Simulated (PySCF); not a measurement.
```xyz
17

F     2.6175    0.5640    1.3945
C     2.2843    0.9753    0.1265
C     1.4136   -0.0730   -0.5508
C     0.0611   -0.2126    0.1414
C    -0.7055   -1.4135   -0.3729
S    -2.3194   -1.5929    0.4622
Si   -2.8146    0.4915    0.4392
S    -0.9307    1.3191   -0.1472
H     1.7532    1.9264    0.2276
H     3.2249    1.1192   -0.4134
H     1.2675    0.2143   -1.5929
H     1.9306   -1.0351   -0.5188
H     0.2079   -0.2962    1.2215
H    -0.1590   -2.3337   -0.1657
H    -0.8831   -1.3348   -1.4463
H    -3.7759    0.8062   -0.6005
H    -3.1793    0.8878    1.7857
```

Geometry: GFN2-xTB.

All numbers below come from PBE0/pcSseg-1, SCF density, gas phase, non-relativistic (PySCF 2.14.0).

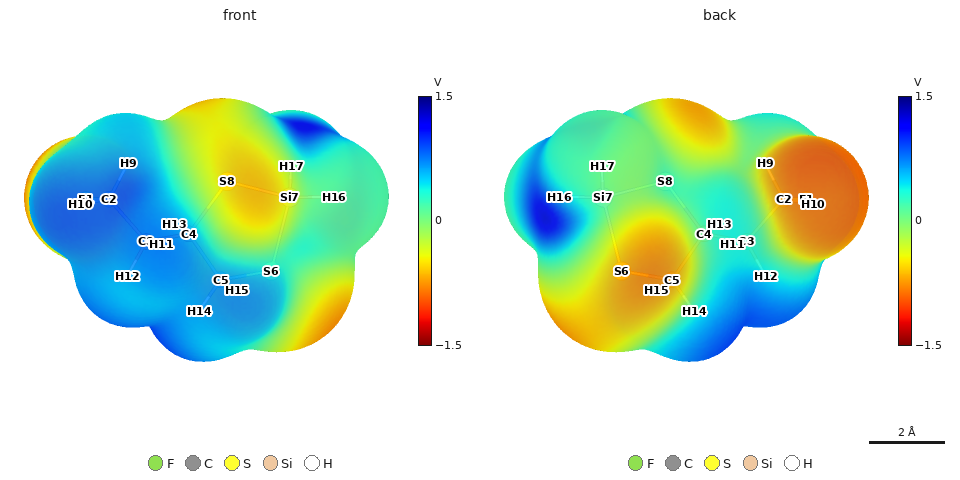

C4H9FS2Si. The electrostatic potential painted on the density surface at 0.001 e/bohr³, seen from the front and from behind; red is negative and blue positive.

**Where is the surface potential most negative and most positive?**

The most negative region (about −0.9 V, or −21 kcal/mol for a unit charge) lies over F1, the most positive (about +1.1 V, or +25 kcal/mol for a unit charge) over Si7.

**What dipole moment does the calculation give?**

Its dipole moment is 1.82 D.
